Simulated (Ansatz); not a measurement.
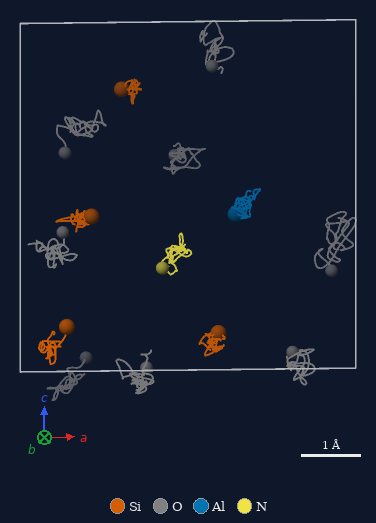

Molecular dynamics of an amorphous cell of composition AlSi$_{4}$NO$_{8}$ (14 atoms in the cell), 500 fs long. It starts from the last geometry of an earlier run, with fresh velocities. Lines trace each atom's path, in the colour of its element; spheres stand at the starting positions. Seen along the b axis in the simulation cell.

Computed with DFT PBE, scalar-relativistic, plane waves, PAW in Ansatz 0.2.0. Set-up: plane-wave cutoff 420 eV; k-point mesh 1 × 1 × 1; Fermi-Dirac smearing 0.138 eV; set temperature 1600 K; time step 2 fs.

What do the traces tell about the motion?

Root-mean-square distances from the starting positions over the second half, with the common drift of all atoms taken out: O 0.62 Å, N 0.45 Å, Si 0.40 Å, Al 0.30 Å. Against the typical shortest distance between atoms in the first frame, about 1.6 Å these are wide excursions, but the first-neighbour bonds of the start all hold: the network flexes, or its layers or units shift against each other, without breaking. Over the second half the temperature averages 1610 K (spread ±304 K). The potential energy in the second half lies on average 382 meV per atom below the first frame. The first frame is far from relaxed (forces up to 10.0 eV/Å), so much of the motion is the structure settling. The mean pressure there is −4.7 GPa.

Limits of the set-up: the periodic images lie only 5.8 Å apart, so the values are limited by the cell's size.
